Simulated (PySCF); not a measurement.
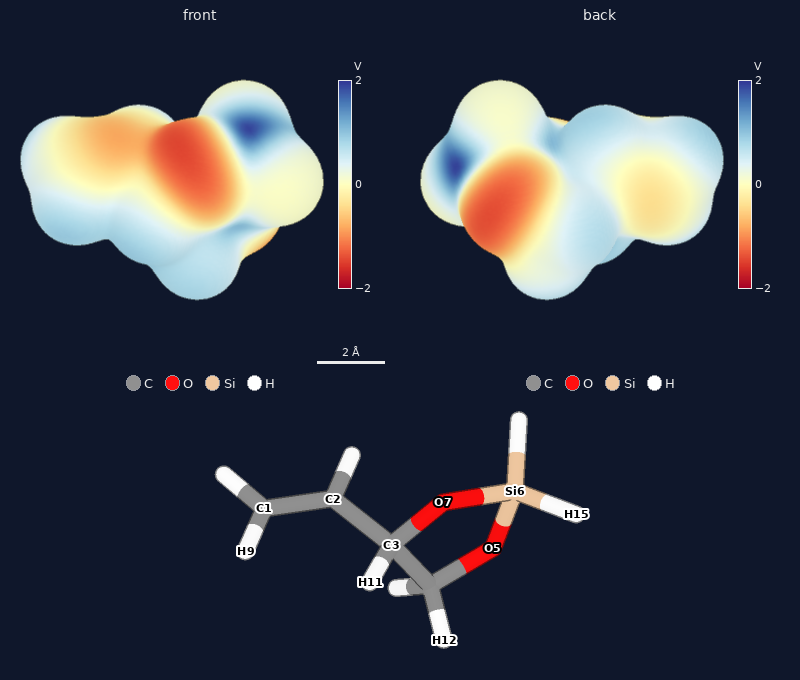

Figure. C4H8O2Si. The molecular electrostatic potential painted on the density surface at 0.002 e/bohr³, seen from the front and from behind; the colour scale runs from red (negative) to blue (positive). The bare structure is drawn below in the same view.

Geometry: GFN2-xTB.

All numbers below come from PBE0/pcSseg-1, SCF density, gas phase, non-relativistic (PySCF 2.14.0).

```xyz
15

C    -2.5357   -0.3576   -0.2992
C    -1.3021   -0.0197   -0.6207
C    -0.1607    0.0381    0.3482
C     0.8994   -1.0415   -0.0037
O     1.9273   -0.4259   -0.7187
Si    1.8828    1.2085   -0.5767
O     0.4850    1.2825    0.2722
H    -3.3240   -0.3998   -1.0311
H    -2.8071   -0.6088    0.7131
H    -1.0322    0.2448   -1.6340
H    -0.5232   -0.0944    1.3736
H     1.3110   -1.4844    0.9095
H     0.4619   -1.8332   -0.6186
H     1.7700    1.7728   -1.9119
H     2.9433    1.7264    0.2704
```

Which sites attract a positive test charge, and which a negative one?

A positive charge is drawn to the negative regions and a negative charge to the positive ones. The most negative region (about −1.4 V) lies over O5 and O7, the most positive (about +1.8 V) over Si6.
